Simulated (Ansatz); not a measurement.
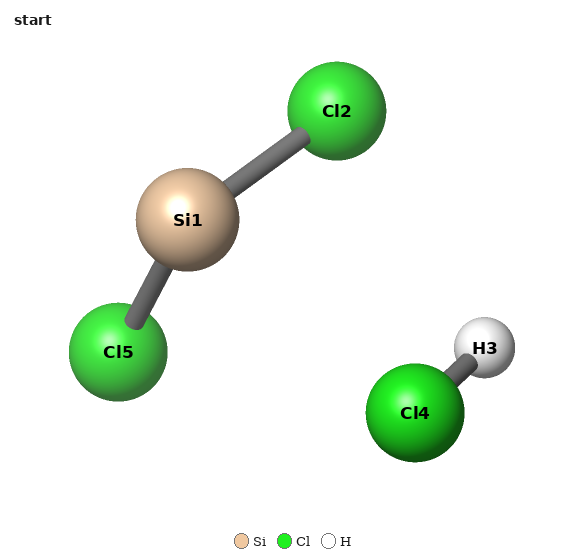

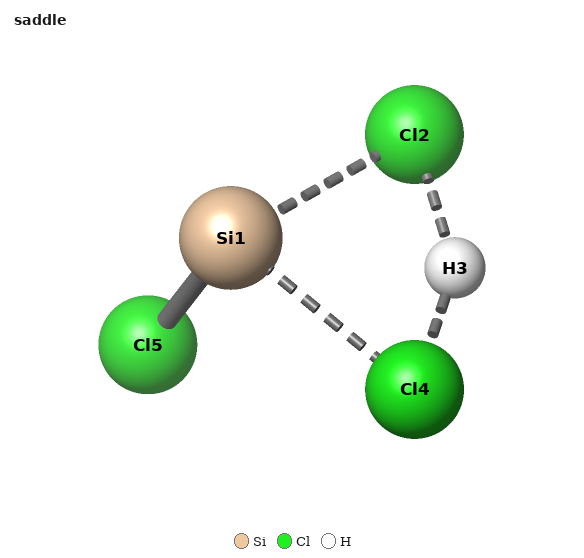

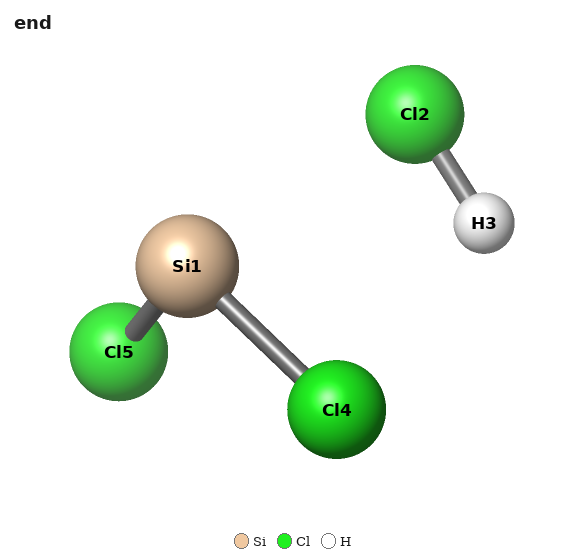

A saddle point and the two end points reached downhill from it. Broken sticks mark bonds that form or break. The species is neutral and a spin singlet. Geometries: PBE0-D4/def2-TZVP; all other levels are single points on them, and energies count from the start as drawn. Program: Ansatz 0.2.0. In CBS estimates cores are frozen, and CCSD(T) − MP2 is taken in the smaller basis.

Which bonds form and which break from start to end?

Answer. Formed: Si1–Cl4, Cl2–H3; broken: Si1–Cl2, H3–Cl4. At the saddle point Si1···Cl4 is 2.38 Å, Cl2···H3 is 1.55 Å, Si1···Cl2 is 2.38 Å, H3···Cl4 is 1.55 Å.

Give the electronic barrier and the reaction energy from start to end in eV (no zero-point energy) with CCSD(T)/CBS (MP2 limit from def2-TZVPP and def2-QZVPP plus CCSD(T) − MP2); PBE0-D4/def2-TZVPP; BHLYP-D4/def2-TZVPP; BLYP-D4/def2-TZVPP; B2PLYP (frozen core)/def2-TZVPP.

| level | barrier | reaction energy |
| --- | --- | --- |
| CCSD(T)/CBS (MP2 limit from def2-TZVPP and def2-QZVPP plus CCSD(T) − MP2) | 0.549 | 0.000 |
| PBE0-D4/def2-TZVPP | 0.329 | 0.000 |
| BHLYP-D4/def2-TZVPP | 0.631 | 0.000 |
| BLYP-D4/def2-TZVPP | 0.347 | 0.000 |
| B2PLYP (frozen core)/def2-TZVPP | 0.509 | 0.000 |
